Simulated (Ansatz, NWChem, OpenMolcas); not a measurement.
SnNH4F (SMILES [NH2][SnH2][F]): the electronic atomisation energy, rung by rung

The species is SnNH4F (7 atoms), meant as a singlet with charge 0. SMILES: `[NH2][SnH2][F]`. The shape is that of a PBE0-D4/def2-TZVP optimisation. This is one conformer, not always the lowest.

Each level gives the electronic atomisation energy (eV). The values are calculated. Electronic energies at fixed atoms, without zero-point motion or spin-orbit coupling.

```tsv
level	kind	program	value (eV)
HF/def2-SVP (core potential)	Hartree–Fock	Ansatz	13.39
SVWN5/def2-SVP (core potential)	LDA	Ansatz	23.84
BLYP/def2-SVP (core potential)	GGA	OpenMolcas	20.38
PBE/def2-SVP (core potential)	GGA	OpenMolcas	20.69
r2SCAN/def2-SVP (core potential)	meta-GGA	OpenMolcas	20.30
B3LYP/def2-SVP (core potential)	global hybrid	NWChem	20.30
M06-2X/def2-SVP (core potential)	hybrid meta-GGA	OpenMolcas	20.05
wB97X/def2-SVP (core potential)	range-separated hybrid	Ansatz	20.70
RPA@PBE0/def2-SVP (core potential)	RPA	Ansatz	18.60
BCCD(T)/def2-SVP (core potential)	coupled cluster or CI	Ansatz	19.06
```

Correlated wave functions underbind in double-zeta sets. The values span 13.39 to 23.84 eV. In the correlated wave-function rows the outer d shell of Sn is correlated, in sets not made for it.

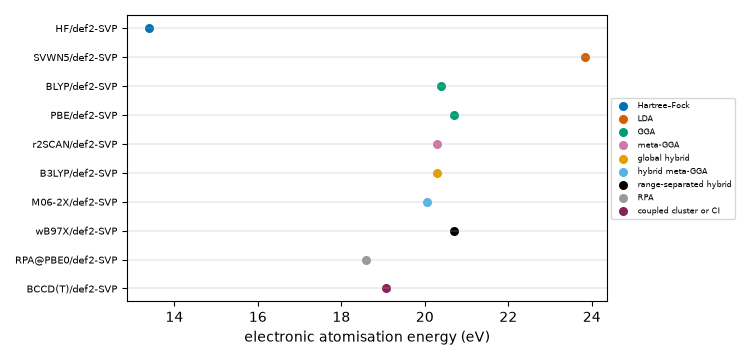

The values of the table, level by level.
